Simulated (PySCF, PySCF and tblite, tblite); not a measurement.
# C₆H₁₃NO: conformers and averaged spectra

Aim: find the conformers of C₆H₁₃NO (`CC(=O)NC(C)(C)C`), weigh them, and average their properties.

Computed with tblite 0.8.0 (tight binding) and PySCF 2.14.0 (DFT, with response routines of our own); each step states its level. Atoms count from 0 throughout.

## 1. The starting structure

21 atoms, charge 0, multiplicity 1; geometry from: MMFF94s geometry.

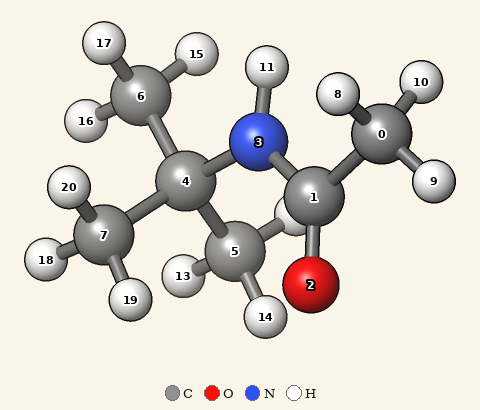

The starting geometry (carbon grey, oxygen red, nitrogen blue, hydrogen white), atoms numbered.

## 2. GFN2-xTB relaxation, conformer 1

Job settings and geometry (Å):

```
{"job": {"xc": "GFN2-xTB", "basis": "xTB", "kind": "relax"}, "charge": 0, "multiplicity": 1}
C      2.708400    -0.326500    -1.327200
C      1.255000     0.099800    -1.206400
O      0.670800     0.652400    -2.103100
N      0.709800    -0.228400     0.014300
C     -0.677800     0.040900     0.432100
C     -0.961700     1.553100     0.419900
C     -0.871800    -0.480800     1.854900
C     -1.664900    -0.677000    -0.492000
H      2.760200    -1.414300    -1.424200
H      3.136300     0.140900    -2.207800
H      3.264200    -0.009900    -0.447800
H      1.301600    -0.714500     0.691100
H     -0.238500     2.089700     1.059100
H     -1.955800     1.769700     0.804000
H     -0.898000     1.989200    -0.581600
H     -0.183600     0.004500     2.568200
H     -1.891500    -0.301100     2.219400
H     -0.683200    -1.567800     1.912600
H     -2.702200    -0.546300    -0.141400
H     -1.620100    -0.305700    -1.517700
H     -1.466100    -1.750800    -0.526800
```

The run is started by

```sh
> OMP_NUM_THREADS=1 python ens_run.py task.json out
```

One launch serves the whole session.

What it wrote:

```text
step      E/eV     max force
  0    -720.74056    1.064
  1    -720.77491    0.875
  2    -720.78829    0.401
  3    -720.79786    0.247
  4    -720.80840    0.170
  5    -720.81085    0.155
  6    -720.81551    0.101
  7    -720.81682    0.091
  8    -720.81805    0.086
  9    -720.81918    0.095
 10    -720.82055    0.089
 11    -720.82160    0.062
 12    -720.82242    0.056
 13    -720.82319    0.066
 14    -720.82401    0.074
 15    -720.82471    0.051
 16    -720.82517    0.044
 17    -720.82545    0.033
 18    -720.82545    0.033
 19    -720.82555    0.027
 20    -720.82574    0.042
 21    -720.82578    0.050
 22    -720.82585    0.038
 23    -720.82601    0.020
 24    -720.82606    0.021
 25    -720.82618    0.027
 26    -720.82627    0.024
 27    -720.82640    0.022
 28    -720.82649    0.024
 29    -720.82659    0.022
 30    -720.82670    0.023
 31    -720.82685    0.032
 32    -720.82704    0.043
 33    -720.82724    0.052
 34    -720.82744    0.049
 35    -720.82763    0.037
 36    -720.82778    0.027
 37    -720.82785    0.016
 38    -720.82788    0.011
 39    -720.82790    0.009
 40    -720.82791    0.007
 41    -720.82791    0.006
 42    -720.82792    0.005
 43    -720.82792    0.006
 44    -720.82793    0.008
 45    -720.82794    0.007
 46    -720.82795    0.008
 47    -720.82796    0.010
 48    -720.82798    0.010
 49    -720.82800    0.012
 50    -720.82803    0.016
 51    -720.82809    0.017
 52    -720.82814    0.014
 53    -720.82816    0.010
 54    -720.82818    0.009
 55    -720.82819    0.010
 56    -720.82821    0.011
 57    -720.82824    0.012
 58    -720.82828    0.014
 59    -720.82832    0.018
 60    -720.82838    0.017
 61    -720.82843    0.016
 62    -720.82847    0.015
 63    -720.82852    0.015
 64    -720.82857    0.019
 65    -720.82861    0.012
 66    -720.82863    0.014
 67    -720.82865    0.009
 68    -720.82865    0.007
 69    -720.82867    0.006
 70    -720.82867    0.005
 71    -720.82868    0.006
 72    -720.82868    0.006
 73    -720.82869    0.008
 74    -720.82871    0.009
 75    -720.82873    0.011
 76    -720.82874    0.010
 77    -720.82875    0.006
 78    -720.82876    0.008
 79    -720.82877    0.010
 80    -720.82878    0.010
 81    -720.82879    0.010
 82    -720.82880    0.008
 83    -720.82881    0.006
 84    -720.82882    0.009
 85    -720.82883    0.012
 86    -720.82884    0.014
 87    -720.82885    0.008
 88    -720.82885    0.008
 89    -720.82886    0.007
 90    -720.82887    0.008
 91    -720.82888    0.008
 92    -720.82890    0.006
 93    -720.82891    0.009
 94    -720.82892    0.006
 95    -720.82892    0.007
 96    -720.82893    0.005
 97    -720.82894    0.004
 98    -720.82894    0.004
```

Run time: 0.5 s. Hardware: 1 thread of Arm Neoverse V2, shared host.

The energy fell by 0.088 eV, and the atoms moved 0.09 Å (root mean square).

## 3. DFT optimisation, start 1: PBE0-D3(BJ)/def2-SVP

Job settings and geometry (Å):

```
{"job": {"kind": "geom", "xc": "PBE0", "basis": "def2-SVP", "d3": "d3bj", "grid": 1, "maxiter": 40}, "charge": 0, "multiplicity": 1}
C      2.669186    -0.315120    -1.315615
C      1.217546     0.109632    -1.174659
O      0.613768     0.690033    -2.051525
N      0.683651    -0.226649     0.020472
C     -0.731168    -0.508874     0.271179
C     -1.565152     0.726772    -0.077467
C     -0.874721    -0.840795     1.755958
C     -1.167895    -1.701959    -0.583274
H      2.755263    -1.395579    -1.221248
H      3.034476    -0.011422    -2.292067
H      3.275655     0.155047    -0.544456
H      1.303337    -0.304541     0.810539
H     -1.255521     1.576234     0.527832
H     -2.618662     0.532356     0.103426
H     -1.426379     0.975079    -1.125463
H     -0.556572    -0.000305     2.370050
H     -1.913483    -1.058644     1.988236
H     -0.276680    -1.712776     2.014338
H     -2.215922    -1.927487    -0.407193
H     -1.029006    -1.466423    -1.634266
H     -0.573303    -2.580120    -0.339856
```

What it wrote:

```text
step      E/eV     max force
  0     -9953.44308   0.9058
  1     -9953.59102   0.5776
  2     -9953.65735   0.9538
  3     -9953.66925   1.2927
  4     -9953.68903   1.0706
  5     -9953.66790   1.7480
  6     -9953.71049   0.6719
  7     -9953.72074   0.2032
  8     -9953.72399   0.2439
  9     -9953.72567   0.4029
 10     -9953.72486   0.3019
 11     -9953.72897   0.2146
 12     -9953.72927   0.1784
 13     -9953.73057   0.1386
 14     -9953.73100   0.1865
 15     -9953.73166   0.0653
 16     -9953.73189   0.0676
 17     -9953.73203   0.0894
 18     -9953.73220   0.0610
 19     -9953.73233   0.0656
 20     -9953.73251   0.0247
```

Wall time 4.5 min (1 thread of Arm Neoverse V2, shared host); peak memory 0.76 GiB.

Gain 0.289 eV; displacement 0.27 Å root mean square.

## 4. Shieldings, conformer 1: PBE0/pcSseg-1 in chloroform

Job settings and geometry (Å):

```
{"job": {"xc": "PBE0", "basis": "pcSseg-1", "solvent": "chloroform", "kind": "nmr", "pop": true}, "charge": 0, "multiplicity": 1}
C      2.743173    -0.112860    -1.267037
C      1.227653    -0.142019    -1.243433
O      0.567886     0.013816    -2.254825
N      0.684487    -0.393373    -0.022723
C     -0.748469    -0.540614     0.256153
C     -1.481489     0.760913    -0.078437
C     -0.872623    -0.839937     1.747914
C     -1.325015    -1.702529    -0.557297
H      3.122703    -1.139194    -1.397293
H      3.066990     0.481709    -2.130399
H      3.179224     0.302586    -0.346014
H      1.317088    -0.500037     0.757898
H     -1.079634     1.593599     0.518839
H     -2.555360     0.663203     0.141493
H     -1.357399     1.000510    -1.142679
H     -0.455203    -0.019323     2.353744
H     -1.929634    -0.959252     2.025515
H     -0.347886    -1.772993     2.009977
H     -2.397130    -1.825335    -0.340454
H     -1.199815    -1.511352    -1.631150
H     -0.811129    -2.643059    -0.304852
```

What it wrote:

```text
coarse grid: 16728 points
cycle   1  E = -365.7940010215  dE =  8.706e-01  |g| = 8.692e-01  |ddm| = 3.818e+00
cycle   2  E = -365.4719946685  dE =  3.220e-01  |g| = 1.561e+00  |ddm| = 2.083e+00
cycle   3  E = -365.9373871110  dE = -4.654e-01  |g| = 2.238e-01  |ddm| = 1.551e+00
cycle   4  E = -365.9479619310  dE = -1.057e-02  |g| = 5.325e-02  |ddm| = 1.969e-01
cycle   5  E = -365.9484598140  dE = -4.979e-04  |g| = 2.223e-02  |ddm| = 4.751e-02
cycle   6  E = -365.9485658118  dE = -1.060e-04  |g| = 3.475e-03  |ddm| = 1.662e-02
cycle   7  E = -365.9485680969  dE = -2.285e-06  |g| = 8.913e-04  |ddm| = 2.712e-03
final grid: 159288 points
cycle   8  E = -366.0066591185  dE = -4.597e-05  |g| = 1.253e-02  |ddm| = 4.172e-02
cycle   9  E = -366.0066046261  dE =  5.449e-05  |g| = 2.098e-02  |ddm| = 2.554e-02
cycle  10  E = -366.0066920205  dE = -8.739e-05  |g| = 2.837e-03  |ddm| = 1.684e-02
cycle  11  E = -366.0066936706  dE = -1.650e-06  |g| = 2.042e-04  |ddm| = 2.142e-03
cycle  12  E = -366.0066936773  dE = -6.692e-09  |g| = 1.210e-04  |ddm| = 3.292e-04
cycle  13  E = -366.0066936804  dE = -3.100e-09  |g| = 1.965e-05  |ddm| = 1.056e-04
cycle  14  E = -366.0066936805  dE = -7.276e-11  |g| = 5.044e-06  |ddm| = 1.678e-05
converged SCF energy = -366.0066936805

GIAO shielding tensors (ppm)
atom      isotropic    diamagn.    paramagn.     s11        s22        s33       span
  0 C      159.088     249.583     -90.495    131.138    153.165    192.962     61.824
  1 C       11.939     247.147    -235.208    -70.217     14.933     91.101    161.319
  2 O      -73.006     405.754    -478.760   -386.946   -164.494    332.421    719.367
  3 N      108.136     333.767    -225.632     -0.547    127.462    197.493    198.040
  4 C      134.357     240.542    -106.185    116.332    129.120    157.619     41.287
  5 C      157.405     249.576     -92.171    133.394    152.447    186.374     52.979
  6 C      152.272     249.022     -96.750    132.863    137.855    186.098     53.236
  7 C      158.000     248.392     -90.391    133.821    153.439    186.740     52.919
  8 H       28.944      27.281       1.662     25.678     27.465     33.688      8.010
  9 H       29.622      27.298       2.324     25.864     27.873     35.129      9.265
 10 H       29.483      29.576      -0.093     25.234     29.345     33.870      8.636
 11 H       26.344      38.402     -12.058     20.412     26.864     31.756     11.344
 12 H       30.460      32.192      -1.732     27.222     27.940     36.217      8.995
 13 H       30.428      31.775      -1.347     26.680     28.017     36.586      9.906
 14 H       28.562      32.416      -3.854     23.381     29.049     33.256      9.875
 15 H       30.140      31.592      -1.452     26.783     27.686     35.950      9.166
 16 H       30.151      30.693      -0.541     26.529     27.825     36.100      9.571
 17 H       30.146      31.326      -1.180     26.770     27.716     35.953      9.184
 18 H       30.442      30.744      -0.302     26.690     28.054     36.581      9.891
 19 H       28.544      31.440      -2.897     23.361     29.079     33.191      9.830
 20 H       30.509      31.067      -0.558     27.273     27.956     36.297      9.024
```

It took 36 s on 1 thread of Arm Neoverse V2, shared host; peak memory 1.1 GiB.

This run: HOMO -7.24 eV, LUMO 0.83 eV; dipole 4.58 D.

The fields below are evaluated on a grid from the run's orbitals.

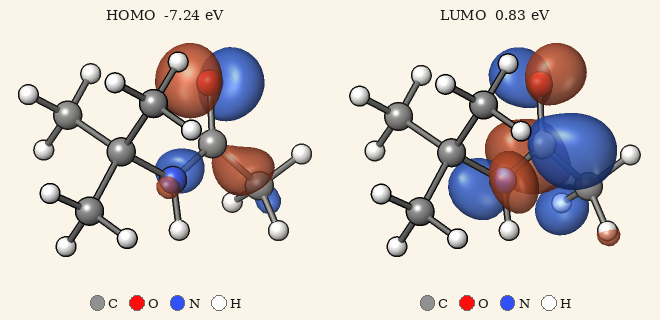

PBE0/pcSseg-1 orbitals near the gap, drawn at the value that encloses 70 % of each; the two colours are the two signs.

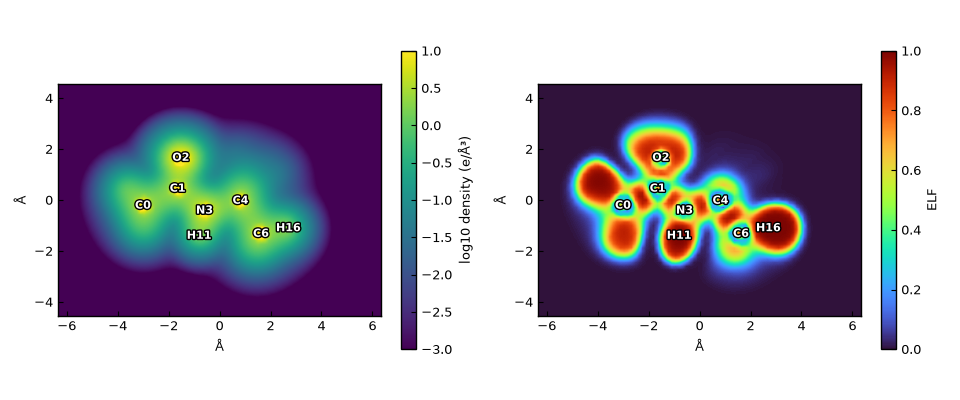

Density (left) and ELF (right) in a plane through or near 8 of the atoms.

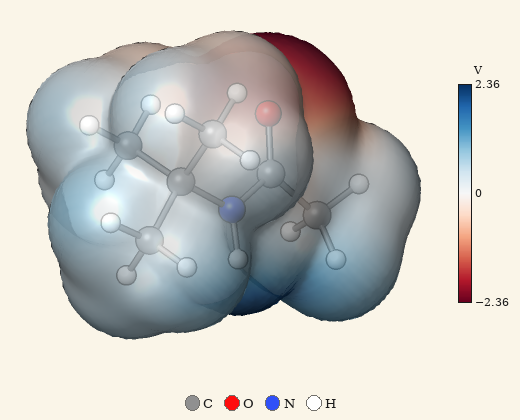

The potential that a unit positive charge feels on the 0.002 e/bohr³ surface, from -2.36 V near O2 to 2.16 V near H11.

## 5. Single-point energy, conformer 1: PBE0/def2-SVPD in chloroform

The job, as its differences from that of step 4:

```diff
@@ -1,2 +1,2 @@
-{"job": {"xc": "PBE0", "basis": "pcSseg-1", "solvent": "chloroform", "kind": "nmr", "pop": true}, "charge": 0, "multiplicity": 1}
+{"job": {"xc": "PBE0", "basis": "def2-SVPD", "solvent": "chloroform", "kind": "sp"}, "charge": 0, "multiplicity": 1}
 C      2.743173    -0.112860    -1.267037
```

What it wrote:

```text
coarse grid: 16728 points
cycle   1  E = -365.6027828541  dE =  7.947e-01  |g| = 8.355e-01  |ddm| = 1.204e+01
cycle   2  E = -365.2670032199  dE =  3.358e-01  |g| = 1.549e+00  |ddm| = 3.615e+00
cycle   3  E = -365.7424834091  dE = -4.755e-01  |g| = 2.102e-01  |ddm| = 2.171e+00
cycle   4  E = -365.7520307718  dE = -9.547e-03  |g| = 5.359e-02  |ddm| = 4.897e-01
cycle   5  E = -365.7525633445  dE = -5.326e-04  |g| = 2.239e-02  |ddm| = 1.495e-01
cycle   6  E = -365.7526741871  dE = -1.108e-04  |g| = 2.921e-03  |ddm| = 5.351e-02
cycle   7  E = -365.7526758838  dE = -1.697e-06  |g| = 7.025e-04  |ddm| = 6.356e-03
final grid: 159288 points
cycle   8  E = -365.8093935779  dE = -5.781e-05  |g| = 1.175e-02  |ddm| = 7.451e-01
cycle   9  E = -365.8093435651  dE =  5.001e-05  |g| = 1.965e-02  |ddm| = 1.051e-01
cycle  10  E = -365.8094237757  dE = -8.021e-05  |g| = 2.712e-03  |ddm| = 3.110e-02
cycle  11  E = -365.8094253504  dE = -1.575e-06  |g| = 2.164e-04  |ddm| = 4.982e-03
cycle  12  E = -365.8094253591  dE = -8.704e-09  |g| = 1.197e-04  |ddm| = 2.255e-03
cycle  13  E = -365.8094253624  dE = -3.265e-09  |g| = 2.228e-05  |ddm| = 4.808e-04
cycle  14  E = -365.8094253625  dE = -1.135e-10  |g| = 2.957e-06  |ddm| = 1.190e-04
converged SCF energy = -365.8094253625
```

Wall time 23 s (1 thread of Arm Neoverse V2, shared host); peak memory 1 GiB.

This run: HOMO -7.32 eV, LUMO 0.61 eV; dipole 4.74 D.

## 6. Couplings, conformer 1: B3LYP/pcSseg-1+pcJ-1

The job, as its differences from that of step 5:

```diff
@@ -1,2 +1,2 @@
-{"job": {"xc": "PBE0", "basis": "def2-SVPD", "solvent": "chloroform", "kind": "sp"}, "charge": 0, "multiplicity": 1}
+{"job": {"xc": "B3LYP", "basis": {"default": "pcSseg-1", "H": "pcJ-1"}, "nuclei": ["H", "F", "P", "Si", "B"], "kind": "j"}, "charge": 0, "multiplicity": 1}
 C      2.743173    -0.112860    -1.267037
```

What it wrote:

```text
coarse grid: 16728 points
cycle   1  E = -366.1862451893  dE =  8.270e-01  |g| = 9.782e-01  |ddm| = 3.414e+00
cycle   2  E = -365.5193015015  dE =  6.669e-01  |g| = 2.043e+00  |ddm| = 3.121e+00
cycle   3  E = -366.3595412811  dE = -8.402e-01  |g| = 3.398e-01  |ddm| = 2.593e+00
cycle   4  E = -366.3839076793  dE = -2.437e-02  |g| = 9.635e-02  |ddm| = 3.257e-01
cycle   5  E = -366.3855762847  dE = -1.669e-03  |g| = 3.846e-02  |ddm| = 8.667e-02
cycle   6  E = -366.3858852248  dE = -3.089e-04  |g| = 7.194e-03  |ddm| = 2.981e-02
cycle   7  E = -366.3858960577  dE = -1.083e-05  |g| = 1.389e-03  |ddm| = 6.362e-03
cycle   8  E = -366.3858964227  dE = -3.651e-07  |g| = 5.040e-04  |ddm| = 1.882e-03
final grid: 159288 points
cycle   9  E = -366.4606568107  dE = -6.326e-05  |g| = 7.429e-03  |ddm| = 3.952e-02
cycle  10  E = -366.4606407867  dE =  1.602e-05  |g| = 1.137e-02  |ddm| = 1.425e-02
cycle  11  E = -366.4606685228  dE = -2.774e-05  |g| = 2.820e-03  |ddm| = 1.019e-02
cycle  12  E = -366.4606700270  dE = -1.504e-06  |g| = 2.386e-04  |ddm| = 2.397e-03
cycle  13  E = -366.4606700363  dE = -9.278e-09  |g| = 1.328e-04  |ddm| = 3.745e-04
cycle  14  E = -366.4606700402  dE = -3.940e-09  |g| = 2.915e-05  |ddm| = 1.287e-04
cycle  15  E = -366.4606700404  dE = -1.635e-10  |g| = 9.853e-06  |ddm| = 2.264e-05
converged SCF energy = -366.4606700404

Indirect spin-spin couplings (Hz)
  i      j    bonds     total        FC       PSO       DSO        SD
  8 H    9 H    2    -17.284   -17.189     2.329    -2.424         -
  8 H   10 H    2    -16.186   -16.123     2.345    -2.408         -
  8 H   11 H    4     -0.610    -0.586    -0.209     0.184         -
  8 H   12 H    6     -0.191    -0.038     0.773    -0.926         -
  8 H   14 H    6     -0.176    -0.008     0.773    -0.941         -
  8 H   16 H    6     -0.173    -0.044     0.735    -0.864         -
  9 H   10 H    2    -12.384   -12.242     2.407    -2.550         -
  9 H   11 H    4      0.172     0.425     1.296    -1.549         -
  9 H   18 H    6     -0.184    -0.015     0.906    -1.074         -
 10 H   14 H    6     -0.158    -0.031     0.466    -0.592         -
 10 H   19 H    6     -0.196    -0.022     0.790    -0.963         -
 11 H   12 H    4     -0.283    -0.194     0.291    -0.380         -
 11 H   13 H    4      0.398     0.664     1.643    -1.908         -
 11 H   14 H    4     -0.480    -0.186     1.625    -1.919         -
 11 H   16 H    4     -0.291    -0.086     1.343    -1.547         -
 11 H   18 H    4      0.404     0.670     1.645    -1.911         -
 11 H   19 H    4     -0.485    -0.190     1.635    -1.930         -
 11 H   20 H    4     -0.286    -0.193     0.310    -0.403         -
 12 H   13 H    2    -13.409   -13.356     2.113    -2.166         -
 12 H   14 H    2    -13.645   -13.605     1.962    -2.001         -
 12 H   16 H    4     -0.345    -0.240     0.285    -0.390         -
 12 H   18 H    4      0.218     0.426     1.242    -1.449         -
 12 H   19 H    4     -0.252    -0.034     1.240    -1.458         -
 12 H   20 H    4      4.159     4.403     1.572    -1.816         -
 13 H   14 H    2    -13.915   -13.872     2.059    -2.102         -
 13 H   15 H    4     -0.365    -0.241     0.346    -0.470         -
 13 H   16 H    4      0.231     0.059    -1.198     1.370         -
 13 H   18 H    4      0.423     0.224    -1.268     1.467         -
 13 H   19 H    4     -0.290    -0.201     0.244    -0.333         -
 13 H   20 H    4      0.217     0.425     1.241    -1.448         -
 14 H   15 H    4     -0.196     0.017     1.194    -1.407         -
 14 H   17 H    4      4.273     4.519     1.554    -1.800         -
 14 H   18 H    4     -0.293    -0.204     0.248    -0.338         -
 14 H   20 H    4     -0.250    -0.033     1.240    -1.458         -
 15 H   16 H    2    -14.634   -14.559     2.113    -2.188         -
 15 H   17 H    2    -11.793   -11.727     2.149    -2.214         -
 15 H   19 H    4      4.304     4.550     1.553    -1.800         -
 16 H   17 H    2    -14.653   -14.579     2.111    -2.186         -
 16 H   18 H    4      0.237     0.064    -1.200     1.373         -
 16 H   20 H    4     -0.345    -0.239     0.287    -0.393         -
 17 H   18 H    4     -0.365    -0.242     0.336    -0.459         -
 17 H   19 H    4     -0.178     0.035     1.191    -1.404         -
 18 H   19 H    2    -13.959   -13.918     2.053    -2.094         -
 18 H   20 H    2    -13.481   -13.429     2.104    -2.155         -
 19 H   20 H    2    -13.586   -13.549     1.954    -1.991         -
```

It took 60 s on 1 thread of Arm Neoverse V2, shared host; peak memory 1.2 GiB.

This run: HOMO -6.82 eV, LUMO 0.57 eV; dipole 3.60 D.

## 7. Boltzmann average: properties at PBE0/pcSseg-1 in chloroform

Job settings and geometry (Å):

```
{"job": {"study": "conf", "smiles": "CC(=O)NC(C)(C)C", "search": {"seed": 9876, "n_embed": 90, "ff_keep": 18, "window": 3.0, "nmax": 8, "temps": [250, 273.15, 298.15, 323.15, 373.15], "t_ref": 298.15, "order": 0.002, "geom": true}, "level": {"nmr": {"xc": "PBE0", "basis": "pcSseg-1", "solvent": "chloroform"}, "sp": {"xc": "PBE0", "basis": "def2-SVPD", "solvent": "chloroform"}, "j": {"xc": "B3LYP", "basis": {"default": "pcSseg-1", "H": "pcJ-1"}, "nuclei": ["H", "F", "P", "Si", "B"], "top": 4}}, "kind": "conf"}, "charge": 0, "multiplicity": 1}
C      2.743173    -0.112860    -1.267037
C      1.227653    -0.142019    -1.243433
O      0.567886     0.013816    -2.254825
N      0.684487    -0.393373    -0.022723
C     -0.748469    -0.540614     0.256153
C     -1.481489     0.760913    -0.078437
C     -0.872623    -0.839937     1.747914
C     -1.325015    -1.702529    -0.557297
H      3.122703    -1.139194    -1.397293
H      3.066990     0.481709    -2.130399
H      3.179224     0.302586    -0.346014
H      1.317088    -0.500037     0.757898
H     -1.079634     1.593599     0.518839
H     -2.555360     0.663203     0.141493
H     -1.357399     1.000510    -1.142679
H     -0.455203    -0.019323     2.353744
H     -1.929634    -0.959252     2.025515
H     -0.347886    -1.772993     2.009977
H     -2.397130    -1.825335    -0.340454
H     -1.199815    -1.511352    -1.631150
H     -0.811129    -2.643059    -0.304852
```

What it wrote:

```text
conformer  sym    E(xTB)   E(DFT)   G(298.15 K)  weight  dipole/D
    1     C1      0.000    0.000    0.000   1.0000    4.745

mean shielding (ppm) by class
class atoms           250 K   273.15 K   298.15 K   323.15 K   373.15 K
  0 C  0            159.088    159.088    159.088    159.088    159.088
  1 C  1             11.939     11.939     11.939     11.939     11.939
  2 O  2            -73.006    -73.006    -73.006    -73.006    -73.006
  3 N  3            108.136    108.136    108.136    108.136    108.136
  4 C  4            134.357    134.357    134.357    134.357    134.357
  5 C  5,6,7        155.892    155.892    155.892    155.892    155.892
  6 H  8,9,10         29.35      29.35      29.35      29.35      29.35
  7 H  11            26.344     26.344     26.344     26.344     26.344
  8 H  12,13,14      29.931     29.931     29.931     29.931     29.931
```

Wall time 2 min (1 thread of Arm Neoverse V2, shared host). This counts the runs that the step sums up.

The search (ETKDG and KDG, MMFF94s, GFN2-xTB) embedded 90 structures, kept 1 distinct ones after the force field and 1 after xTB; 1 was carried on (window 3.0 kcal/mol at the search's own energies). Energies: PBE0/def2-SVPD in chloroform with D3(BJ).

Conformer by conformer (298 K):

| no. | group | mirror pair | ΔE xTB | ΔE DFT | ΔG | weight (%) | μ (D) | O2–C1–N3–C4 (°) | C1–N3–C4–C5 (°) | A, B, C (GHz) |
| --- | --- | --- | --- | --- | --- | --- | --- | --- | --- | --- |
| 1 | C1 | no | 0.00 | 0.00 | 0.00 | 100.0 | 4.75 | 1 | -62 | 3.31, 1.38, 1.25 |

Energies in kcal/mol. ΔG holds xTB vibrations and rotation, symmetry numbers and mirror pairs.

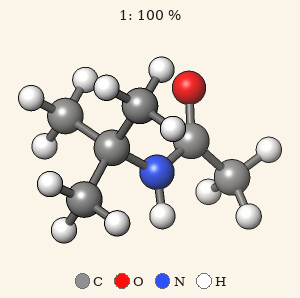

The one conformer.

Shifts against references run at the same level (13C TMS 185.2, 17O H2O 341.0, 1H TMS 31.25, 15N NH3 267.8 ppm of shielding), by class of atoms, at 298 K:

| atoms | environment | average | measured |
| --- | --- | --- | --- |
| C1 | amide carbonyl carbon | 173.2 | – |
| C4 | fully substituted sp3 carbon bonded to N | 50.8 | 49.9 |
| C5, C6, C7 | methyl carbon | 29.3 | 28.6 |
| C0 | methyl carbon α to a carbonyl | 26.1 | – |
| H11 | hydrogen on an amide-type nitrogen | 4.90 | – |
| H8, H9, H10 | hydrogen on a methyl carbon α to a carbonyl | 1.90 | – |
| H12, H13, H14 and 6 more | hydrogen on a methyl carbon | 1.32 | 1.28 |
| O2 | amide-type carbonyl oxygen | 414.0 | – |
| N3 | amide-type nitrogen | 159.7 | – |

Measured: solution, not stated per compound (mostly CDCl3 or CCl4); Pretsch, Buehlmann, Badertscher, Structure Determination of Organic Compounds, 4th ed. (2009).

Couplings (Hz, B3LYP/pcSseg-1+pcJ-1; one pair named for each class, the eight largest averages at most for each number of bonds), from conformers that hold 100 % of the weight:

| pair | bonds | average |
| --- | --- | --- |
| H8–H9 | 2 | -15.3 |
| H12–H13 | 2 | -13.7 |

Effective distances for nuclear Overhauser effects, ⟨r⁻⁶⟩^(−1/6) as a mean over all pairs of two classes, so longer than the nearest pair where a class holds remote atoms (Å): H8···H11 2.64; H11···H12 2.96.

[end of part 1 of 2]
